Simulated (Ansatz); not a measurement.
# GeSiH5Cl (SMILES Cl[SiH2][GeH3]) at PBE-QIDH/cc-pVDZ

What is the electronic atomisation energy of GeSiH5Cl at PBE-QIDH/cc-pVDZ? 

The calculation is run with Ansatz 0.2.0.

62 further runs of the same task are left out: 62 set aside as unsound or not needed.

### 1 The molecule

The species is GeSiH5Cl (8 atoms), meant as a singlet with charge 0. As SMILES, `Cl[SiH2][GeH3]`. The coordinates come from a PBE0-D4/def2-TZVP relaxation.

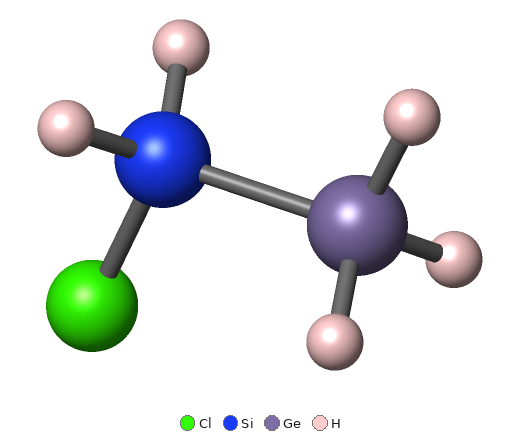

The structure, seen from a chosen angle (chlorine green, silicon blue, germanium purple, hydrogen pink).

### 2 The energy at PBE-QIDH/cc-pVDZ

run.yaml

```yaml
crystal:
  periodic: [false, false, false]
  atoms:
    - {symbol: Cl, position_ang: [-2.290300, 1.217200, -0.310600]}
    - {symbol: Si, position_ang: [-0.414100, 0.602600, -0.906900]}
    - {symbol: Ge, position_ang: [0.581500, -0.662200, 0.842700]}
    - {symbol: H, position_ang: [-0.573600, -0.206400, -2.140800]}
    - {symbol: H, position_ang: [0.380700, 1.815700, -1.222200]}
    - {symbol: H, position_ang: [0.711200, 0.201700, 2.106100]}
    - {symbol: H, position_ang: [1.981500, -1.135500, 0.415600]}
    - {symbol: H, position_ang: [-0.284600, -1.890300, 1.160200]}
basis:
  gaussian:
    orbitals: cc-pVDZ
magnetization:
  spin_polarized: false
accuracy: high
output: {orbitals: {seedname: orbitals}}
hamiltonian:
  xc: {name: PBE-QIDH}
correlation:
  frozen_orbitals: {Cl: 5, Ge: 9, H: 0, Si: 5}
```

Launch:

```console
$ ansatz run run.yaml --threads 1 --pin off --max-ram 3480MiB --events-out events.jsonl --progress --plain --runs-dir runs
```

Output:

```text
Warning: RAYON_NUM_THREADS=1 ignored (pool sized by the plan → 1); use --threads N
Functional definition: PBE-QIDH
  name "PBE-QIDH"
  parameter a = 3^(-1/3)
  parameter c = 1/3
  exchange = (1 - a)*pbe_x + a*exact_x
  correlation = (1 - c)*pbe_c + c*(mp2_os + mp2_ss)
2044 factors; integrals over basis functions are off by at most 4.4e-9 eV
mean field evaluation 1: about -76965.7650 eV, gradient 1.1e1 eV
mean field evaluation 2: about -76965.7752 eV, gradient 1.1e1 eV
mean field evaluation 4: about -76966.2742 eV, gradient 1.3e0 eV
mean field evaluation 8: about -76966.2808 eV, gradient 4.4e-3 eV
mean field evaluation 16: about -76966.2808 eV, gradient 2.5e-7 eV
mean field -76966.28081376 eV, -2828.4586502869 hartree, gradient 6.6e-8 eV, S^2 0.000000; 0 other end points of the search recorded, 0 dependent functions left out
19 core orbitals not correlated: weight in the atoms' cores, before any rotation towards them, 1.000 or more for the frozen orbitals, at most 0.000 for the correlated occupied ones
reference -76966.28081485 eV, -2828.4586503268 hartree; 15, 15 occupied and 54, 54 virtual orbitals, 2044 factors
second order -11.09012861 eV of doubles, -0.00000000 eV of singles
Total energy: -76969.97752439 eV, -2828.5945018966 hartree
```

Run time: 14 s. Hardware: 1 thread of Arm Neoverse V1, shared host; peak memory 0.35 GiB.

### 3 The Cl atom, same level

input.yaml

```yaml
crystal:
  periodic: [false, false, false]
  atoms:
    - symbol: Cl
      position_ang: [0.000000, 0.000000, 0.000000]
basis:
  gaussian:
    orbitals: cc-pVDZ
magnetization:
  spin_polarized: true
  initial_magnetization: 1
correlation:
  frozen_orbitals: {Cl: 5}
accuracy: high
hamiltonian:
  xc: {name: PBE-QIDH}
```

Run the same way, it converges to -459.89054 Eh (log not shown).

### 4 The Ge atom

job.yaml

```yaml
crystal:
  periodic: [false, false, false]
  atoms:
    - {symbol: Ge, position_ang: [0.000000, 0.000000, 0.000000]}
basis:
  gaussian:
    orbitals: cc-pVDZ
magnetization:
  spin_polarized: true
  initial_magnetization: 2
hamiltonian:
  xc: {name: PBE-QIDH}
correlation:
  frozen_orbitals: {Ge: 9}
accuracy: high
```

Launch:

```console
$ ansatz run job.yaml --threads 1 --pin off --max-ram 3480MiB --events-out events.jsonl --progress --plain --runs-dir runs
```

Output (excerpt; [...] marks lines left out):

```text
Warning: RAYON_NUM_THREADS=1 ignored (pool sized by the plan → 1); use --threads N
[... 2 set-up lines as earlier in the session ...]
[...]
260 factors; integrals over basis functions are off by at most 4.5e-9 eV
[...]
mean field -56496.96271272 eV, -2076.2250846755 hartree, gradient 5.1e-9 eV, S^2 2.005742; 0 other end points of the search recorded, 0 dependent functions left out
9 core orbitals not correlated: weight in the atoms' cores, before any rotation towards them, 1.000 or more for the frozen orbitals, at most 0.000 for the correlated occupied ones
reference -56496.96271332 eV, -2076.2250846977 hartree; 8, 6 occupied and 10, 12 virtual orbitals, 260 factors
second order -1.75719869 eV of doubles, -0.00000000 eV of singles
Total energy: -56497.54844622 eV, -2076.2466099847 hartree
```

It took 1.4 s on 1 thread of Arm Neoverse V1, shared host; peak memory 0.095 GiB.

### 5 The H atom at the same level

job.yaml

```yaml
crystal:
  periodic: [false, false, false]
  atoms:
    - {symbol: H, position_ang: [0.000000, 0.000000, 0.000000]}
basis:
  gaussian:
    orbitals: cc-pVDZ
magnetization:
  spin_polarized: true
  initial_magnetization: 1
hamiltonian:
  xc: {name: PBE-QIDH}
correlation:
  frozen_orbitals: {H: 0}
accuracy: high
```

Run the same way, it converges to -0.50124 Eh (log not shown).

### 6 The Si atom at the same level

molecule.yaml

```yaml
crystal:
  periodic: [false, false, false]
  atoms:
    - {symbol: Si, position_ang: [0.000000, 0.000000, 0.000000]}
basis:
  gaussian:
    orbitals: cc-pVDZ
total_charge: 0
magnetization:
  spin_polarized: true
  initial_magnetization: 2
hamiltonian:
  xc: {name: PBE-QIDH}
correlation:
  frozen_orbitals: {Si: 5}
accuracy: high
```

Run the same way, it converges to -289.15460 Eh (log not shown).

### 7 Results

At PBE-QIDH/cc-pVDZ, 19 core orbitals frozen:

| quantity | value |
| --- | --- |
| molecule: total energy | -2828.59450 Eh |
| molecule: HOMO energy (SCF part's orbitals) | -9.94 eV |
| molecule: LUMO energy (SCF part's orbitals) | 1.50 eV |
| molecule: HOMO–LUMO gap (SCF part's orbitals) | 11.43 eV |
| Cl atom: total energy | -459.89054 Eh |
| Cl atom: ⟨S²⟩ | 0.754 |
| Ge atom: total energy | -2076.24661 Eh |
| Ge atom: ⟨S²⟩ | 2.006 |
| H atom: total energy | -0.50124 Eh |
| H atom: ⟨S²⟩ | 0.750 |
| Si atom: total energy | -289.15460 Eh |
| Si atom: ⟨S²⟩ | 2.007 |
| electronic atomisation energy | 21.675 eV |

In words: Taking the molecule apart into free atoms costs 21.68 eV (500 kcal/mol), before zero-point energy and without spin-orbit coupling.
